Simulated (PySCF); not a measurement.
```xyz
8

O    -1.8549   -1.4328    0.0692
C    -1.7460   -0.2405   -0.0034
N    -0.6812    0.5439   -0.0414
Si    1.0097   -0.0205    0.0111
H    -0.8707    1.5334   -0.0965
H     1.7241    1.0851   -0.6221
H     1.0443   -1.2573   -0.7530
H     1.3837   -0.2018    1.4116
```

Geometry: GFN2-xTB.

Level of theory: UKS B3LYP, pcH-1 on C H N O Si, non-relativistic, mean-field spin-orbit, GIAO (PySCF).

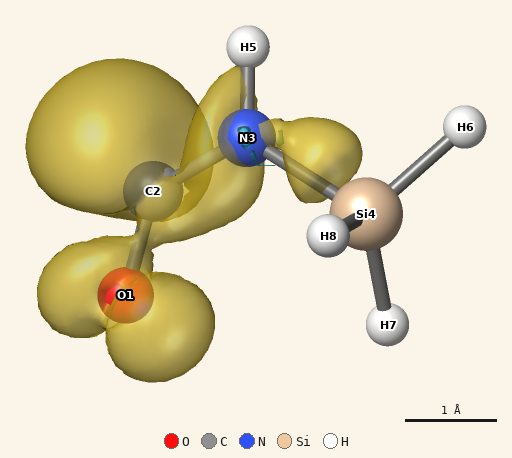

CH₄NOSi (SMILES O=[C]N[SiH3]) (doublet). Isosurfaces of the spin density (α minus β) at +0.02 (yellow) and −0.02 e/Å³ (cyan), seen at a tilt.

> Describe the spin distribution.

The unpaired spin (1 electron) lies mostly on C2 (about 0.6), O1 (about 0.3) and N3 (about 0.1), in electrons by Hirshfeld's partition.
